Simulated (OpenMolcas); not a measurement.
# GaNH2F2 (SMILES [NH2][Ga]([F])[F]): levels of theory compared

We compute a comparison of 6 runs (HF/STO-3G, B3LYP/6-31G*, B3LYP/cc-pVDZ, SVWN5/cc-pVDZ, MP2/cc-pVDZ, CCSD(T)/cc-pVDZ) of GaNH2F2. 

Program for the calculation: OpenMolcas 26.06.

## (1) The structure to begin with

GaNH2F2: 6 atoms, total charge 0, spin state singlet. SMILES: `[NH2][Ga]([F])[F]`. The shape is that of a PBE0-D4/def2-TZVP optimisation.

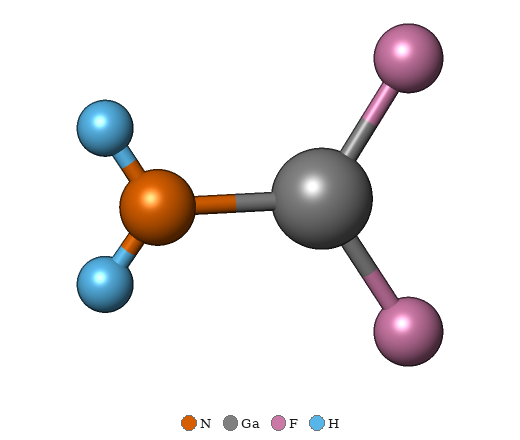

Viewed from a chosen angle; nitrogen orange, gallium grey, fluorine pink, hydrogen blue.

## (2) Energy and forces at HF/STO-3G (run 1)

Input file geom.xyz:

```xyz
6

N     -0.297500     0.963700    -0.172700
Ga     0.284200    -0.715300     0.042000
F      1.685000    -1.101600     0.997700
F     -0.455300    -2.067700    -0.763400
H      0.025100     1.704800     0.425700
H     -1.199500     1.152100    -0.575400
```

Input file run.inp:

```
* F2GaH2N Hartree-Fock
>>> EXPORT MOLCAS_PRINT=2

&GATEWAY
  BasLib = $CurrDir
  Coord = geom.xyz
  Basis = STO-3G
  Group = NoSym

&SEWARD

&SCF
  Thresholds = 1e-10 1e-07 1e-07 1e-05
  PrOrbitals = 0

&ALASKA
```

The basis set STO-3G is read from a file made from the Basis Set Exchange's data (not shown).

Launch:

```console
$ export MOLCAS_MEM=1860
$ pymolcas run.inp > run.log
```

Standard output:

```text
--- Start Module: gateway ---
[...]
--- Stop Module: gateway /rc=_RC_ALL_IS_WELL_ ---
[...]
      Basis functions           35
[...]
--- Start Module: scf ---
[...]
       Convergence after  16 Iterations
[...]
::    Total SCF energy                              -2151.8950260390
[...]
      Total spin, S                                     0.0000000000
[...]
      Total electronic charge=   58.000000
      Total            charge=   -0.000000
[...]
      Dipole Moment (debye):
      Origin of the operator (angstrom)=    0.3058   -0.7576    0.0389
                   X= -9.5889E-01               Y=  1.5616E+00               Z=  3.1127E-01           Total=  1.8587E+00
      Quadrupole Moment (debye*angstrom):
[...]
--- Stop Module: scf /rc=_RC_ALL_IS_WELL_ ---
[...]
--- Start Module: alaska ---
[...]
 *              Molecular gradients               *
 **************************************************
  Irreducible representation: a
 ------------------------------------------------------------------------------------------
                              X                       Y                       Z
 ------------------------------------------------------------------------------------------
  N1               -4.40987537418307E-02    1.19965793762706E-01   -1.23263098714705E-02
  GA2               1.52051689578903E-02   -4.90170741779821E-02    8.40109224201052E-03
  F3                4.50295884211869E-02   -8.22556601343738E-03    3.20314043632095E-02
  F4               -2.69016326692189E-02   -4.06889896927503E-02   -2.72006373124913E-02
  H5                1.73031987321681E-03   -1.26327112726212E-02   -3.46509505207004E-03
  H6                9.03530915883621E-03   -9.40145260611081E-03    2.55954563075100E-03
 ------------------------------------------------------------------------------------------
--- Stop Module: alaska /rc=_RC_ALL_IS_WELL_ ---
[...]
```

It took 3.9 s on 1 thread of Arm Neoverse N1, shared host; peak memory 0.37 GiB.

## (3) Energy and gradient at B3LYP/6-31G(d) (spherical functions) (run 2)

Input file job.input:

```
* F2GaH2N Kohn-Sham DFT

&GATEWAY
  BasLib=$CurrDir
  Coord
  6
  angstrom
  N       -0.297500       0.963700      -0.172700
  Ga       0.284200      -0.715300       0.042000
  F        1.685000      -1.101600       0.997700
  F       -0.455300      -2.067700      -0.763400
  H        0.025100       1.704800       0.425700
  H       -1.199500       1.152100      -0.575400
  Basis=6-31Gs
  Group=NoSym

&SEWARD
  GridInput
  Grid=UltraFine
  End of Grid

&SCF
  KSDFT=B3LYP
  Thresholds=1e-10 1e-07 1e-07 1e-05
  PrOrbitals=1 2

&ALASKA
```

The basis set 6-31G* is read from a file made from the Basis Set Exchange's data (not shown).

Launch:

```console
$ export MOLCAS_MEM=1860
$ pymolcas job.input > job.log
```

Standard output:

```text
--- Start Module: gateway ---
[...]
--- Stop Module: gateway /rc=_RC_ALL_IS_WELL_ ---
[...]
      Basis functions           78
[...]
--- Start Module: scf ---
[...]
       Convergence after  17 Iterations
[...]
::    Total KS-DFT energy                           -2180.3458352240
[...]
      Total spin, S                                     0.0000000000
[...]
      Total electronic charge=   58.000000
      Total            charge=   -0.000000
[...]
      Dipole Moment (debye):
      Origin of the operator (angstrom)=    0.3058   -0.7576    0.0389
                   X= -1.4873E+00               Y=  2.9340E+00               Z=  2.0022E-01           Total=  3.2955E+00
      Quadrupole Moment (debye*angstrom):
[...]
--- Stop Module: scf /rc=_RC_ALL_IS_WELL_ ---
[...]
--- Start Module: alaska ---
[...]
 *              Molecular gradients               *
 **************************************************
  Irreducible representation: a
 ------------------------------------------------------------------------------------------
                              X                       Y                       Z
 ------------------------------------------------------------------------------------------
  N1               -3.97850495454044E-04   -4.73271679912557E-03    3.02703508727920E-03
  GA2              -5.95056168255947E-04    3.54235814180370E-03   -1.29568720345208E-03
  F3               -4.14161201632623E-03    8.02069149588469E-04   -2.67863587881223E-03
  F4                2.25425517999511E-03    3.71594193688907E-03    2.55553945931375E-03
  H5               -1.86595730441264E-03   -3.13187565258399E-03   -3.52594071755297E-03
  H6                4.74622080456832E-03   -1.95776776735102E-04    1.91768925320801E-03
 ------------------------------------------------------------------------------------------
--- Stop Module: alaska /rc=_RC_ALL_IS_WELL_ ---
[...]
```

It took 40 s on 1 thread of Arm Neoverse N1, shared host; peak memory 0.44 GiB.

Runs 3 to 4 aren't shown in full; the table further down has their settings and results.

## (4) A single-point energy at MP2/cc-pVDZ (run 5)

Input file test.inp:

```
&GATEWAY
 BASLIB=$CurrDir
 COORD
 6
 angstrom
 N       -0.297500       0.963700      -0.172700
 Ga       0.284200      -0.715300       0.042000
 F        1.685000      -1.101600       0.997700
 F       -0.455300      -2.067700      -0.763400
 H        0.025100       1.704800       0.425700
 H       -1.199500       1.152100      -0.575400
 BASIS=cc-pVDZ
 GROUP=NoSym

&SEWARD

&SCF
 THRESHOLDS=1e-10 1e-07 1e-07 1e-05
 PRORBITALS=0

&MBPT2
 FROZEN=12
```

The basis set cc-pVDZ is read from a file made from the Basis Set Exchange's data (not shown).

Launch:

```console
$ export MOLCAS_MEM=1860
$ pymolcas test.inp > test.log
```

Standard output:

```text
--- Start Module: gateway ---
[...]
--- Stop Module: gateway /rc=_RC_ALL_IS_WELL_ ---
[...]
      Basis functions           79
[...]
--- Start Module: scf ---
[...]
       Convergence after  14 Iterations
[...]
::    Total SCF energy                              -2177.8253555983
[...]
      Total spin, S                                     0.0000000000
[...]
      Total electronic charge=   58.000000
      Total            charge=   -0.000000
[...]
      Dipole Moment (debye):
      Origin of the operator (angstrom)=    0.3058   -0.7576    0.0389
                   X= -1.5927E+00               Y=  3.1616E+00               Z=  2.0365E-01           Total=  3.5460E+00
      Quadrupole Moment (debye*angstrom):
[...]
--- Stop Module: scf /rc=_RC_ALL_IS_WELL_ ---
[...]
--- Start Module: mbpt2 ---
[...]
WARNING!
Default frozen orbitals as non valence orbitals is overwritten by user input.
Default values:  17
[...]
       Reference weight ( Cref**2 )         =        0.86103
::    Total MBPT2 energy                            -2178.4564240524
[...]
      Total MBPT2 calculations                           0.32      0.38
--- Stop Module: mbpt2 /rc=_RC_ALL_IS_WELL_ ---
[...]
```

It took 8.4 s on 1 thread of Arm Neoverse N1, shared host; peak memory 0.44 GiB.

## (5) A single-point energy at CCSD(T)/cc-pVDZ (run 6)

Input file test.inp:

```
&GATEWAY
  BasLib=$CurrDir
  Coord
  6
  angstrom
  N       -0.297500       0.963700      -0.172700
  Ga       0.284200      -0.715300       0.042000
  F        1.685000      -1.101600       0.997700
  F       -0.455300      -2.067700      -0.763400
  H        0.025100       1.704800       0.425700
  H       -1.199500       1.152100      -0.575400
  Basis=cc-pVDZ
  Group=NoSym

&SEWARD

&SCF
  Thresholds=1e-10 1e-07 1e-07 1e-05
  PrOrbitals=1 2

&RASSCF
  FileOrb=$Project.ScfOrb
  Spin=1
  Nactel=0 0 0
  Inactive=29
  Ras2=0
  OutOrbitals=Canonical
  OrbListing=Nothing

&MOTRA
  JobIph
  Frozen=12

&CCSDT
  CCT
  Triples=2
  Iterations=80
  Accuracy=1e-08
  Extrapolation=5 4
```

The basis set cc-pVDZ is read from a file made from the Basis Set Exchange's data (not shown).

Launch:

```console
$ export MOLCAS_MEM=1860
$ pymolcas test.inp > test.log
```

Standard output:

```text
--- Start Module: gateway ---
[...]
--- Stop Module: gateway /rc=_RC_ALL_IS_WELL_ ---
[...]
      Basis functions           79
[...]
       Convergence after  14 Iterations
[...]
::    Total SCF energy                              -2177.8253555983
[...]
      Total spin, S                                     0.0000000000
[...]
      Number of active orbitals                  0
[...]
      Spin quantum number                      0.0
[...]
      Active orbitals                            0
[...]
      Number of CSFs                             1
[...]
      Number of root(s) required                 1
[...]
      Convergence after  4 iterations
[...]
      Natural orbitals and occupation numbers for root  1
      ************************************************************************************************************************
      *                                                    Final results                                                     *
      ************************************************************************************************************************
[...]
::    RASSCF root number  1 Total energy:  -2177.82535560
[...]
      Total electronic charge=   58.000000
      Total            charge=   -0.000000
[...]
      Dipole Moment (debye):
      Origin of the operator (angstrom)=    0.3058   -0.7576    0.0389
                   X= -1.5927E+00               Y=  3.1616E+00               Z=  2.0365E-01           Total=  3.5460E+00
      Quadrupole Moment (debye*angstrom):
[...]
--- Start Module: motra ---
[...]
      *** WARNING: Default frozen orbitals is overwritten by user input.
      *** Default values:  17
[...]
--- Stop Module: motra /rc=_RC_ALL_IS_WELL_ ---
[...]
--- Start Module: ccsdt ---
[...]
      Convergence after                    17  Iterations
      Total energy (diff) :   -2178.46946552       0.00000001
[...]
 METHOD                       : CCSD+T(CCSD)+<T3(1)WT1> = CCSD(T)
[...]
       CCSD     =     -2178.4694655236312
[...]
--- Stop Module: ccsdt /rc=_RC_ALL_IS_WELL_ ---
[...]
```

It took 1.7 min on 1 thread of Arm Neoverse N1, shared host; peak memory 0.44 GiB.

## (6) Overview of the runs

| run | level | integration grid | task | energy (Eh) | dipole moment (D) of the reference | HOMO energy (eV) | LUMO energy (eV) | wall time |
| --- | --- | --- | --- | --- | --- | --- | --- | --- |
| 1 | HF/STO-3G | – | gradient | -2151.895026 | 1.86 | -7.83 | 6.68 | 3.9 s |
| 2 | B3LYP/6-31G* (spherical functions) | UltraFine | gradient | -2180.345835 | 3.30 | -7.75 | -1.42 | 40 s |
| 3 | B3LYP/cc-pVDZ | UltraFine | gradient | -2180.616289 | 3.38 | -7.79 | -1.30 | 45 s |
| 4 | SVWN5/cc-pVDZ | UltraFine | gradient | -2175.829306 | 3.42 | -6.72 | -2.15 | 31 s |
| 5 | MP2/cc-pVDZ | – | energy | -2178.456424 | 3.55 | -11.82 | 2.42 | 8.4 s |
| 6 | CCSD(T)/cc-pVDZ | – | energy | -2178.482508 | 3.55 | -11.82 | 2.42 | 1.7 min |

## (7) Summary of results

| quantity | value |
| --- | --- |
| run 6: total energy | -2178.48251 Eh |
| run 6: dipole moment (mean-field density) | 3.55 D |
| run 6: HOMO energy (Hartree–Fock orbitals) | -11.82 eV |
| run 6: LUMO energy (Hartree–Fock orbitals) | 2.42 eV |
| run 6: HOMO–LUMO gap (Hartree–Fock orbitals) | 14.24 eV |
| run 6: correlation energy (12 core orbitals frozen) | -657.2 mEh |
| run 6: (T) correction | -13.04 mEh |

**Reading.** Over runs 1, 2, 3, 4 the dipole moment (its size) runs from 1.86 D (HF/STO-3G) to 3.42 D (SVWN5/cc-pVDZ). The two ends differ in method and basis. Over runs 1, 2, 3, 4 the HOMO–LUMO gap runs from 4.57 eV (SVWN5/cc-pVDZ) to 14.51 eV (HF/STO-3G). Totals of different functionals can't be ranked against each other. In run 1 the basis is minimal, so the values are rough. All runs together took 3.8 min, the longest 1.7 min.
